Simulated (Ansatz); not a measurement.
# C3H5Ga (SMILES C#[C][GaH][CH3]) at CCSD/6-31G(d) (spherical functions)

Aim: the vertical singlet–triplet gap of C3H5Ga at CCSD/6-31G* (spherical functions), from 2 runs. 

The results are computed with Ansatz 0.2.0.

64 further runs of the same task are left out: 64 set aside as unsound or not needed.

### Step 1. The structure to begin with

C3H5Ga has 9 atoms, charge 0, and is taken as a singlet. SMILES: `C#[C][GaH][CH3]`. The coordinates come from a PBE0-D4/def2-TZVP relaxation.

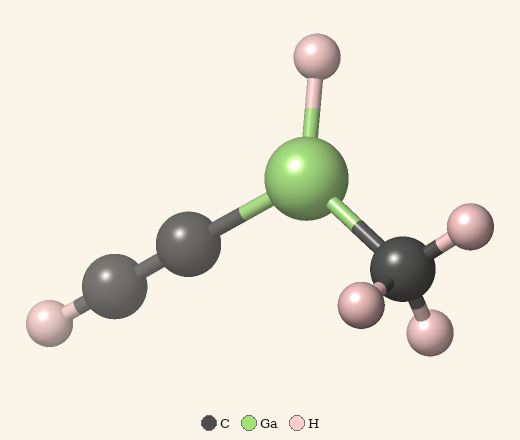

Viewed from a chosen angle; carbon dark grey, gallium green, hydrogen pink.

### Step 2. The energy at CCSD/6-31G(d) (spherical functions)

Contents of job.yaml:

```yaml
crystal:
  periodic: [false, false, false]
  atoms:
    - {symbol: C, position_ang: [1.498700, 0.816800, -2.138700]}
    - {symbol: C, position_ang: [0.950000, 0.745200, -1.062800]}
    - {symbol: Ga, position_ang: [0.068800, 0.611200, 0.643700]}
    - {symbol: C, position_ang: [-1.036100, -0.972500, 0.966400]}
    - {symbol: H, position_ang: [1.983700, 0.883100, -3.086100]}
    - {symbol: H, position_ang: [0.292600, 1.783100, 1.655500]}
    - {symbol: H, position_ang: [-0.451400, -1.877200, 0.782100]}
    - {symbol: H, position_ang: [-1.435200, -1.006300, 1.980000]}
    - {symbol: H, position_ang: [-1.871000, -0.983500, 0.260000]}
basis:
  gaussian: {orbitals: 6-31G_st_-spherical.json}
accuracy: high
correlation: {method: ccsd, frozen_orbitals: {C: 1, Ga: 9, H: 0}}
scf: {omitted_lower_state_checks: [cluster_reference, increment]}
```

The basis set 6-31G* is read from a file made from the Basis Set Exchange's data (not shown).

Launch:

```
ansatz run job.yaml --threads 1 --pin off --max-ram 3480MiB --events-out events.jsonl --progress --plain --runs-dir runs
```

What it wrote, shortened:

```text
Warning: RAYON_NUM_THREADS=1 ignored (pool sized by the plan → 1); use --threads N
Functional definition: HF
  name "HF"
[...]
1868 factors; integrals over basis functions are off by at most 1.6e-8 eV
[...]
mean field -55495.18732768 eV, -2039.4105183032 hartree, gradient 1.0e-8 eV, S^2 0.000000; 0 other end points of the search recorded, 0 dependent functions left out
12 core orbitals not correlated: weight in the atoms' cores, before any rotation towards them, 1.000 or more for the frozen orbitals, at most 0.000 for the correlated occupied ones
reference -55495.18732768 eV, -2039.4105183032 hartree; 15, 15 occupied and 57, 57 virtual orbitals, 1868 factors
second order -16.68373329 eV of doubles, -0.00000000 eV of singles
cycle   1  -16.39037541 eV  change    2.9e-1 eV  update   1.1e-1
[...]
cycle  22  -17.12266304 eV  change   -1.0e-9 eV  update  5.3e-10
Total energy: -55512.30999072 eV, -2040.0397645637 hartree
Checks for a lower state left out: cluster_reference, increment
```

Wall time 12 s (1 thread of Intel Xeon Platinum 8488C (Sapphire Rapids), shared host); peak memory 0.46 GiB.

### Step 3. The triplet at the same level

Contents of run.yaml:

```yaml
basis:
  gaussian: {orbitals: 6-31G_st_-spherical.json}
crystal:
  periodic: [false, false, false]
  atoms:
    - {symbol: C, position_ang: [1.498700, 0.816800, -2.138700]}
    - {symbol: C, position_ang: [0.950000, 0.745200, -1.062800]}
    - {symbol: Ga, position_ang: [0.068800, 0.611200, 0.643700]}
    - {symbol: C, position_ang: [-1.036100, -0.972500, 0.966400]}
    - {symbol: H, position_ang: [1.983700, 0.883100, -3.086100]}
    - {symbol: H, position_ang: [0.292600, 1.783100, 1.655500]}
    - {symbol: H, position_ang: [-0.451400, -1.877200, 0.782100]}
    - {symbol: H, position_ang: [-1.435200, -1.006300, 1.980000]}
    - {symbol: H, position_ang: [-1.871000, -0.983500, 0.260000]}
magnetization: {spin_polarized: true, initial_magnetization: 2}
correlation: {method: ccsd, frozen_orbitals: {C: 1, Ga: 9, H: 0}}
accuracy: high
scf: {omitted_lower_state_checks: [cluster_reference, increment]}
```

The basis set 6-31G* is read from a file made from the Basis Set Exchange's data (not shown).

Launch:

```
ansatz run run.yaml --threads 1 --pin off --max-ram 3480MiB --events-out events.jsonl --progress --plain --runs-dir runs
```

What it wrote, shortened:

```text
Warning: RAYON_NUM_THREADS=1 ignored (pool sized by the plan → 1); use --threads N
[... 2 set-up lines as earlier in the session ...]
[...]
1868 factors; integrals over basis functions are off by at most 1.6e-8 eV
[...]
mean field -55491.22456521 eV, -2039.2648894684 hartree, gradient 3.0e-8 eV, S^2 2.020108; 7 other end points of the search recorded, 0 dependent functions left out
12 core orbitals not correlated: weight in the atoms' cores, before any rotation towards them, 1.000 or more for the frozen orbitals, at most 0.000 for the correlated occupied ones
reference -55491.22456521 eV, -2039.2648894684 hartree; 16, 14 occupied and 56, 58 virtual orbitals, 1868 factors
second order -15.41889057 eV of doubles, -0.00000000 eV of singles
cycle   1  -15.55507450 eV  change   -1.4e-1 eV  update   1.1e-1
[...]
cycle  37  -16.28761814 eV  change  -3.6e-10 eV  update   2.7e-9
Total energy: -55507.51218335 eV, -2039.8634483951 hartree
Checks for a lower state left out: cluster_reference, increment
```

Run time: 61 s. Hardware: 1 thread of Intel Xeon Platinum 8488C (Sapphire Rapids), shared host; peak memory 0.84 GiB.

### Step 4. Summary of results

Level: CCSD/6-31G* (spherical functions), 12 core orbitals frozen.

| quantity | value |
| --- | --- |
| singlet: total energy | -2040.03976 Eh |
| singlet: correlation energy (12 core orbitals frozen) | -629.2 mEh |
| singlet: T1 diagnostic | 0.012 |
| triplet: total energy | -2039.86345 Eh |
| triplet: correlation energy (12 core orbitals frozen) | -598.6 mEh |
| triplet: ⟨S²⟩ of the reference determinant | 2.020 |
| triplet: T1 diagnostic | 0.017 |
| vertical energy of the triplet above the singlet | 4.798 eV |

In words: At this shape the triplet lies 4.80 eV (111 kcal/mol) above the singlet.
